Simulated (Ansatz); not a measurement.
**SiN3H7: reading failed and doubtful runs**

3 inputs were typed for SiN3H7. Each is run as it stands; the log then has to tell whether the result can be used.

Computed with Ansatz 0.2.0, Gaussian basis. Level: the settings change from run to run.

### 1 The relaxed structure

The structure was relaxed beforehand with PBE0-D4 in a triple-zeta def2 set.

SMILES `N[SiH](N)N`, 11 atoms, charge 0, spin multiplicity 1.

Atoms are counted from 1 here; the program's logs count them from 0.

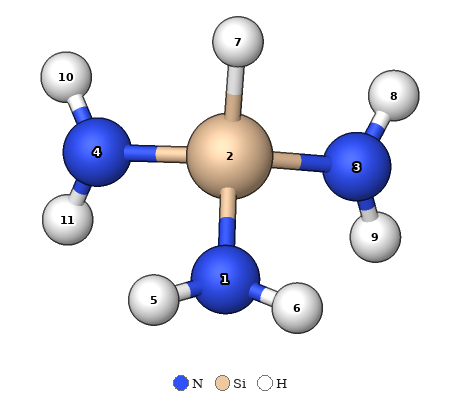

The geometry (nitrogen blue, silicon light orange, hydrogen white); atoms are numbered from 1 in the order of the file.

### 2 Attempt 1

File in.yaml:

```yaml
crystal:
  periodic: [false, false, false]
  atoms:
    - {symbol: N, position_ang: [-1.256387, 1.017109, -0.033360]}
    - {symbol: Si, position_ang: [0.197378, 0.132805, -0.102492]}
    - {symbol: N, position_ang: [0.499789, -0.372270, 1.554821]}
    - {symbol: N, position_ang: [0.303551, -0.765638, -1.316186]}
    - {symbol: H, position_ang: [-1.493151, 1.269280, -0.967082]}
    - {symbol: H, position_ang: [-1.579853, 1.396514, 0.847731]}
    - {symbol: H, position_ang: [1.435746, 1.093171, -0.112304]}
    - {symbol: H, position_ang: [1.209077, -0.578443, 1.979878]}
    - {symbol: H, position_ang: [-0.239974, -1.004380, 1.858802]}
    - {symbol: H, position_ang: [1.103253, -1.069520, -1.784127]}
    - {symbol: H, position_ang: [-0.515250, -1.480554, -1.559122]}
basis:
  gaussian: {orbitals: aug-cc-pVTZ}
hamiltonian: {xc: {name: LC-wPBE}}
relax: {f_tol: 0.0001, max_steps: 3}
output: {forces: true}
```

Launch:

```bash
$ ansatz run in.yaml --threads 4 --pin off --events-out ev --progress --plain --max-ram 10444MiB
```

Log:

```text
Functional definition: LC-wPBE
  name "LC-wPBE"
  cite "Vydrov & Scuseria, J. Chem. Phys. 125, 234109 (2006) doi:10.1063/1.2409292"
  cite "Heyd & Scuseria, J. Chem. Phys. 120, 7274 (2004) doi:10.1063/1.1668634"
  cite "Ernzerhof & Perdew, J. Chem. Phys. 109, 3313 (1998) doi:10.1063/1.476928"
  cite "Perdew, Burke & Ernzerhof, Phys. Rev. Lett. 77, 3865 (1996) doi:10.1103/PhysRevLett.77.3865"
  parent pbe
  parameter omega = 0.4/bohr
  exchange = pbe_x_sr(omega) + exact_x_lr(omega)
  correlation = pbe_c
1397 factors; their error is unknown
834 factors; integrals over basis functions are off by at most 2.8e-6 eV
mean field evaluation 1: about -12446.9877 eV, gradient 8.5e1 eV
mean field evaluation 2: about -12449.7375 eV, gradient 7.3e1 eV
mean field evaluation 4: about -12459.3620 eV, gradient 1.3e0 eV
mean field evaluation 8: about -12459.3193 eV, gradient 3.3e-2 eV
mean field evaluation 16: about -12459.3193 eV, gradient 2.5e-5 eV
mean field -12459.31932431 eV, -457.8715399385 hartree, gradient 2.5e-5 eV, S^2 0.000000; 0 other end points of the search recorded, 0 dependent functions left out
the calculation of the forces begins
reference -12459.31932432 eV, -457.8715399388 hartree; 21, 21 occupied and 328, 328 virtual orbitals, 1397 factors
relax step   1: F+E_penalty+E_count = -12459.31932431 eV  Δ(F+E_penalty+E_count) = +0.000e0 eV  max|allowed force component| = 1.172e1 eV/Å  Δτ_max = 0.0000 Å  (29 SCF iters, accepted)
these checks for a lower state are left out or cut short: starts, cluster_reference, orbital_swaps, neighbouring_geometries, increment
1397 factors; their error is unknown
834 factors; integrals over basis functions are off by at most 3.2e-6 eV
mean field -12461.26028491 eV, -457.9428689248 hartree, gradient 1.5e-5 eV, S^2 0.000000; 0 other end points of the search recorded, 0 dependent functions left out
the calculation of the forces begins
reference -12461.26028492 eV, -457.9428689251 hartree; 21, 21 occupied and 328, 328 virtual orbitals, 1397 factors
relax step   2: F+E_penalty+E_count = -12461.26028491 eV  Δ(F+E_penalty+E_count) = -1.941e0 eV  max|allowed force component| = 4.460e0 eV/Å  Δτ_max = 0.1911 Å  (39 SCF iters, accepted)
these checks for a lower state are left out or cut short: starts, cluster_reference, orbital_swaps, neighbouring_geometries, increment
1397 factors; their error is unknown
834 factors; integrals over basis functions are off by at most 3.2e-6 eV
mean field evaluation 32: about -12461.6930 eV, gradient 1.4e-5 eV
mean field -12461.69296554 eV, -457.9587696449 hartree, gradient 1.4e-5 eV, S^2 0.000000; 0 other end points of the search recorded, 0 dependent functions left out
the calculation of the forces begins
reference -12461.69296555 eV, -457.9587696452 hartree; 21, 21 occupied and 328, 328 virtual orbitals, 1397 factors
relax step   3: F+E_penalty+E_count = -12461.69296554 eV  Δ(F+E_penalty+E_count) = -4.327e-1 eV  max|allowed force component| = 3.691e-1 eV/Å  Δτ_max = 0.1999 Å  (39 SCF iters, accepted)
Error: geometry relaxation did not converge after 3 steps: max|allowed force component| = 3.69e-1 eV/Å (threshold 1.0e-4). Raise `relax.max_steps` over both its present limit and 3, loosen `relax.f_tol`, or start from a geometry closer to equilibrium. Where this run's directory can be resumed (`checkpoint.write`), a resume goes on for up to `relax.max_steps` more
```

It took 20 s on 4 threads of Arm Neoverse V1, shared host; peak memory 1.2 GiB.

**Diagnosis.** It stopped unconverged. The relaxation is allowed too few steps for its threshold. The start was also shaken off the relaxed geometry, so there is far to go. Fix: raise relax.max_steps.

### 3 Attempt 2

File in.yaml:

```yaml
crystal:
  periodic: [false, false, false]
  atoms:
    - {symbol: N, position_ang: [-1.220480, 0.992042, -0.099004]}
    - {symbol: Si, position_ang: [0.277366, 0.221421, -0.040663]}
    - {symbol: N, position_ang: [0.473258, -0.368456, 1.580681]}
    - {symbol: N, position_ang: [0.318560, -0.726738, -1.427186]}
    - {symbol: H, position_ang: [-1.522709, 1.329750, -0.942204]}
    - {symbol: H, position_ang: [-1.508186, 1.519161, 0.664784]}
    - {symbol: H, position_ang: [1.532603, 1.066676, -0.203841]}
    - {symbol: H, position_ang: [1.316576, -0.612520, 1.979854]}
    - {symbol: H, position_ang: [-0.279377, -0.964578, 1.959537]}
    - {symbol: H, position_ang: [1.161515, -1.076488, -1.868815]}
    - {symbol: H, position_ang: [-0.410932, -1.415890, -1.634753]}
basis:
  gaussian: {orbitals: 6-31G, final_grid: {core_spheres: 1, valence_spheres: 1, degree: 3}}
hamiltonian: {xc: {name: r2SCAN}}
```

The command is unchanged.

Log:

```text
Functional definition: r2SCAN
  name "r2SCAN"
  cite "Furness, Kaplan, Ning, Perdew & Sun, J. Phys. Chem. Lett. 11, 8208 (2020) doi:10.1021/acs.jpclett.0c02405"
  cite "Furness, Kaplan, Ning, Perdew & Sun, J. Phys. Chem. Lett. 11, 9248 (2020) doi:10.1021/acs.jpclett.0c03077"
  parent r2scan
  parameter k0 = 0.174
  parameter k1 = 0.065
  parameter a1 = 4.9479
  exchange = r2scan_x(k0 = k0, k1 = k1, a1 = a1)
  correlation = r2scan_c
760 factors; integrals over basis functions are off by at most 2.3e-4 eV
mean field evaluation 1: about -12440.4016 eV, gradient 9.2e1 eV
mean field evaluation 2: about -12418.8981 eV, gradient 1.3e2 eV
mean field evaluation 4: about -12457.0771 eV, gradient 2.6e0 eV
mean field evaluation 8: about -12429.3309 eV, gradient 1.8e1 eV
mean field evaluation 16: about -12431.1132 eV, gradient 1.7e-1 eV
mean field -12431.11397350 eV, -456.8350124146 hartree, gradient 6.2e-5 eV, S^2 0.000000; 0 other end points of the search recorded, 0 dependent functions left out
reference -12431.11398982 eV, -456.8350130142 hartree; 21, 21 occupied and 33, 33 virtual orbitals, 760 factors
Total energy: -12431.11398982 eV, -456.8350130142 hartree
```

It took 0.7 s on 4 threads of Arm Neoverse V1, shared host.

Diagnosis: It ended without an error, which proves nothing about the input. The integration grid is far too coarse. Its coordinates are also moved off the relaxed structure. Its energy carries the error of the grid. Cure: drop final_grid and take the default grid.

### 4 Attempt 3

File in.yaml:

```yaml
crystal:
  periodic: [false, false, false]
  atoms:
    - {symbol: N, position_ang: [-2.727767, 2.133001, -0.154135]}
    - {symbol: Si, position_ang: [0.716917, 0.571406, -0.099971]}
    - {symbol: N, position_ang: [0.941767, -0.941430, 3.392623]}
    - {symbol: N, position_ang: [0.820941, -1.624542, -3.173687]}
    - {symbol: H, position_ang: [-3.514017, 3.045016, -2.133785]}
    - {symbol: H, position_ang: [-3.425123, 3.348821, 1.463404]}
    - {symbol: H, position_ang: [3.433719, 2.226948, -0.373430]}
    - {symbol: H, position_ang: [2.927271, -1.338484, 4.249124]}
    - {symbol: H, position_ang: [-0.719590, -2.217124, 4.217855]}
    - {symbol: H, position_ang: [2.648289, -2.302199, -3.982657]}
    - {symbol: H, position_ang: [-0.877457, -3.096170, -3.530024]}
basis:
  gaussian: {orbitals: pcseg-2}
total_charge: 1
magnetization: {spin_polarized: true, initial_magnetization: 1}
hamiltonian: {xc: {name: B2GP-PLYP}}
output: {forces: true}
```

The command is unchanged.

Log (excerpt; [...] marks lines left out):

```text
Functional definition: B2GP-PLYP
  name "B2GP-PLYP"
  cite "Karton, Tarnopolsky, Lamère, Schatz & Martin, J. Phys. Chem. A 112, 12868 (2008) doi:10.1021/jp801805p"
  cite "Becke, Phys. Rev. A 38, 3098 (1988) doi:10.1103/PhysRevA.38.3098"
  cite "Lee, Yang & Parr, Phys. Rev. B 37, 785 (1988) doi:10.1103/PhysRevB.37.785"
[...]
1226 factors; integrals over basis functions are off by at most 1.4e-3 eV
[...]
mean field -12408.18544479 eV, -455.9924045257 hartree, gradient 8.7e-8 eV, S^2 8.061380; 6 other end points of the search recorded, 0 dependent functions left out
8 core orbitals not correlated: weight in the atoms' cores, before any rotation towards them, 1.000 or more for the frozen orbitals, at most 0.000 for the correlated occupied ones
reference -12408.18575664 eV, -455.9924159860 hartree; 13, 12 occupied and 201, 202 virtual orbitals, 1226 factors
[...]
Atom 1 at     0.716917     0.571406    -0.099971 Å, force     0.042857     0.017826    -0.002527 eV/Å
Atom 2 at     0.941767    -0.941430     3.392623 Å, force     0.154989    -0.325890     0.280441 eV/Å
Atom 3 at     0.820941    -1.624542    -3.173687 Å, force     0.347073    -0.453791    -0.263487 eV/Å
Atom 4 at    -3.514017     3.045016    -2.133785 Å, force     0.127713    -0.149619     0.355934 eV/Å
Atom 5 at    -3.425123     3.348821     1.463404 Å, force     0.221295    -0.403330    -0.563163 eV/Å
Atom 6 at     3.433719     2.226948    -0.373430 Å, force    -0.127574    -0.081362     0.012532 eV/Å
Atom 7 at     2.927271    -1.338484     4.249124 Å, force    -0.546386     0.091664    -0.211394 eV/Å
Atom 8 at    -0.719590    -2.217124     4.217855 Å, force     0.386007     0.276772    -0.166451 eV/Å
Atom 9 at     2.648289    -2.302199    -3.982657 Å, force    -0.706746     0.234215     0.291409 eV/Å
Atom 10 at    -0.877457    -3.096170    -3.530024 Å, force     0.356887     0.284174     0.058090 eV/Å
Dipole moment:     0.664311     0.411576    -0.033242 e Å
```

Wall time 46 s (4 threads of Arm Neoverse V1, shared host); peak memory 0.84 GiB.

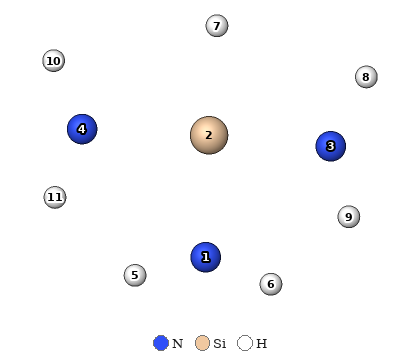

The geometry of this input.

**Diagnosis.** The run converged, but a converged run isn't a right one. The geometry is stretched to more than twice its size. The shortest distance is 2.11 Å (N4–H10), against 1.01 Å in the relaxed molecule. It also asks for charge 1 and multiplicity 2, another species or state than the molecule above. Its coordinates are also moved off the relaxed structure. Its energy is no property of the relaxed molecule. Cure: use the relaxed coordinates, and set charge and spin to those of the species named.

### 5 How the tries ended

| attempt | level | ended | cause | time |
| --- | --- | --- | --- | --- |
| 1 | LC-wPBE/aug-cc-pVTZ | not converged | the relaxation is allowed too few steps for its threshold | 20 s |
| 2 | r2SCAN/6-31G | converged | the integration grid is far too coarse | 0.7 s |
| 3 | B2GP-PLYP/pcseg-2 | converged | the geometry is stretched to more than twice its size | 46 s |

1 not converged, 2 converged. The dangerous case is the input that converges on a wrong geometry, charge, spin, basis or grid: often only a look at the input shows it.
